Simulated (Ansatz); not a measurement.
The figure comes from a scan of MoS2 (3R-MoS2 type, space group R3m): the cell is scaled evenly about its relaxed volume V₀. Calculation: r2SCAN+rVV10 (plane waves to 500 eV, PAW, scalar-relativistic; Ansatz, an electronic-structure program). k mesh 12×12×12 (Γ-centred), Fermi-Dirac smearing 0.05 eV. The energy includes the smearing's −TS. MoS2 is run without spin polarisation. MoS2 was relaxed with its symmetry unable to fall. This is one of several known forms of MoS2; the measured ambient cells at hand have space group No. 194. The zero of ΔE is the relaxed starting cell.

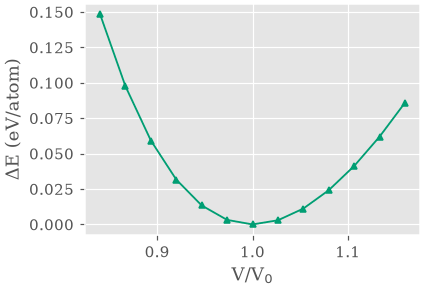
Figure: ΔE (eV/atom) against V/V₀; computed points joined by lines.

Question: List the plotted points as numbers.

Answer: To the nearest 0.002:

```json
[
 {"V/V₀": "0.840", "ΔE (eV/atom)": "0.148"},
 {"V/V₀": "0.867", "ΔE (eV/atom)": "0.098"},
 {"V/V₀": "0.893", "ΔE (eV/atom)": "0.060"},
 {"V/V₀": "0.920", "ΔE (eV/atom)": "0.032"},
 {"V/V₀": "0.947", "ΔE (eV/atom)": "0.014"},
 {"V/V₀": "0.973", "ΔE (eV/atom)": "0.004"},
 {"V/V₀": "1.000", "ΔE (eV/atom)": "0.000"},
 {"V/V₀": "1.027", "ΔE (eV/atom)": "0.002"},
 {"V/V₀": "1.053", "ΔE (eV/atom)": "0.012"},
 {"V/V₀": "1.080", "ΔE (eV/atom)": "0.024"},
 {"V/V₀": "1.107", "ΔE (eV/atom)": "0.042"},
 {"V/V₀": "1.133", "ΔE (eV/atom)": "0.062"},
 {"V/V₀": "1.160", "ΔE (eV/atom)": "0.086"}
]
```

(Under strain, the slope of the energy per volume gives the stress and its curvature an elastic modulus.)
